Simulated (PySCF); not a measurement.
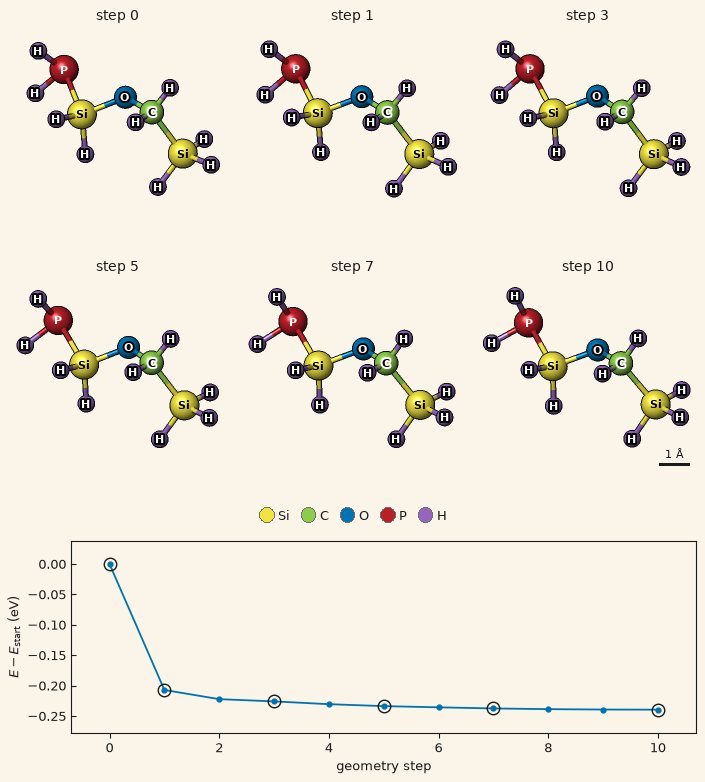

Frames of a relaxation of CH₉OPSi₂, marked on the history of the run. The picture is a ball-and-stick view, seen from a free direction.

The start comes from GFN2-xTB. Its atoms were then displaced at random by about 0.01 Å.

Method: PBE0-D3(BJ)/def2-SVP geometry optimisation, gas phase (PySCF). 

Q: Describe the path.

A: The atom that moves furthest after the best rigid fit is an H atom (0.57 Å). Largest moves by element: H 0.57 Å, P 0.25 Å, O 0.22 Å, Si 0.13 Å, C 0.07 Å. Some distances before and after: H–P 1.363 → 1.429 Å, P–Si 2.201 → 2.250 Å, H–Si 1.455 → 1.495 Å, C–H 1.072 → 1.104 Å. Bond angles that change, for instance: O–Si–P 100.7° → 105.4°, P–Si–H 112.3° → 107.8°, C–O–Si 129.3° → 125.0°. After 10 geometry steps the energy has fallen by 0.239 eV. From step 0 to 1: an H atom moves most (0.19 Å), energy −0.207 eV. From step 1 to 3: an H atom moves most (0.10 Å), energy −0.019 eV. From step 3 to 5: an H atom moves most (0.20 Å), energy −0.008 eV. From step 5 to 7: H atoms move most (0.14 Å), energy −0.004 eV. From step 7 to 10: an H atom moves most (0.13 Å), energy −0.002 eV.
